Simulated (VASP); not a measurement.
Band structure of WSi2 (MoSi2 type). Level of theory: vdW-DF-cx, VASP's PBE PAW potentials (set 64) (plane waves; VASP).

Unless said otherwise, spin-orbit coupling is left out, though it shifts the bands of the heavy elements here.

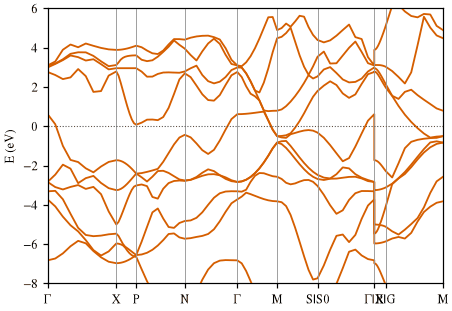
Figure. Bands along high-symmetry lines, zero at the valence-band maximum or, without a gap, the Fermi level

### Question
Read the plot: is there a gap, and where are the band edges?

### Answer
It has no gap at this level: it comes out as a metal or semimetal. (Edges off the drawn lines would not show.)

The compound is WSi2 in the MoSi2 type structure. It was relaxed first.
